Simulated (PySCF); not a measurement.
Vertical excitations of a molecule CH7Cl2NSi2 from TDA-PBE/def2-SVPD (PySCF), as energy in eV (oscillator strength): 5.87 (0.010), 6.21 (0.008), 6.64 (0.011), 6.78 (0.010), 6.88 (0.019), 6.90 (0.019), 7.10 (0.024), 7.12 (0.026), 7.22 (0.038), 7.30 (0.007). Lowest triplet (TDA): 5.60 eV. Geometry optimised at PBE0-D3(BJ)/def2-SVP. One conformer was computed; it need not be the lowest.

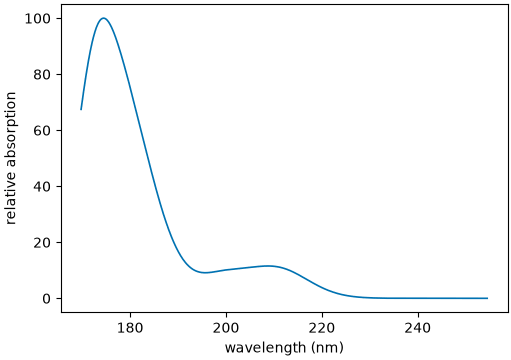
The lines broadened by 0.4 eV.

Question: Which molecule gave these data?
A) CN([SiH2]Cl)[SiH2]Cl
B) C[SiH2][Si](N)(Cl)Cl
C) C[Si](Cl)(Cl)N[SiH3]
D) CN[SiH2][SiH](Cl)Cl

Answer: C, C[Si](Cl)(Cl)N[SiH3]
